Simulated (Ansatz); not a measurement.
AlF2H3Si (SMILES [F][Al]([F])[SiH3])

The calculation's input:

```
crystal:
  periodic: [false, false, false]
  atoms:
    - { symbol: F, position_ang: [1.1433, -0.5329, 2.4232] }
    - { symbol: Al, position_ang: [0.5937, -0.8982, 0.7283] }
    - { symbol: F, position_ang: [0.9044, -2.531, 0.0466] }
    - { symbol: Si, position_ang: [-0.426, 0.7281, -0.6033] }
    - { symbol: H, position_ang: [0.3006, 0.9768, -1.8229] }
    - { symbol: H, position_ang: [-0.6575, 1.9762, 0.1688] }
    - { symbol: H, position_ang: [-1.7974, 0.213, -0.9863] }
basis:
  gaussian: { orbitals: cc-pVDZ }
hamiltonian:
  xc: pbe0
relax:
  f_tol: 0.015
  max_steps: 40
output:
  orbitals: {}
```

Command:

```sh
ansatz run input.yaml --threads 1 --pin off --max-ram 2048MiB --backend cpu --events-out ev --progress --plain --runs-dir out
```

The fields are those of the run's last geometry, not of the input's.

These are results of RKS PBE0/cc-pVDZ (Ansatz 0.2.0), not measurements.

> What can the converged electron density and electron localisation function tell about the bonding?

Al–F (1.69 Å): ρ is about 0.71 e/Å³ halfway; the ELF peaks at about 0.85 in the valence shell of F, 0.6 Å from its nucleus, and is about 0.30 at the midpoint.
Al–Si (2.43 Å): ρ at the midpoint is about 0.51 e/Å³; the ELF peaks at about 1 between the atoms (a covalent bond).
Si–H (1.50 Å): the density is about 0.74 e/Å³ at the midpoint; the ELF climbs to about 1 towards the hydrogen, as it does in any bond to H.

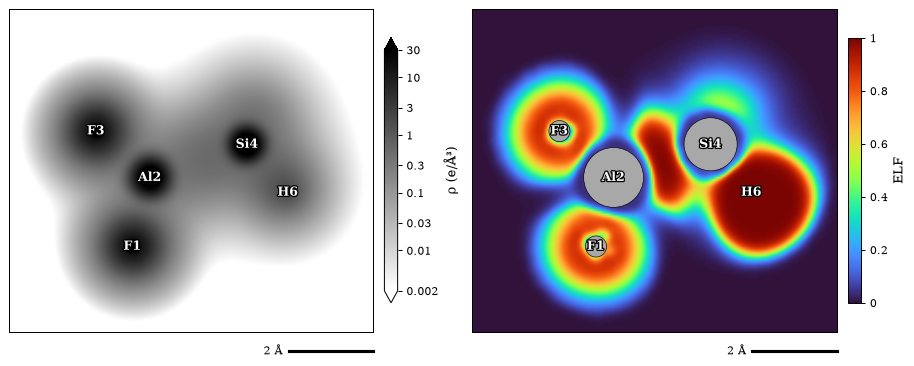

Computed electron density and electron localisation function on the plane of atoms F1, Al2 and Si4, in this order. Grey discs cover the atomic cores in the ELF map. 
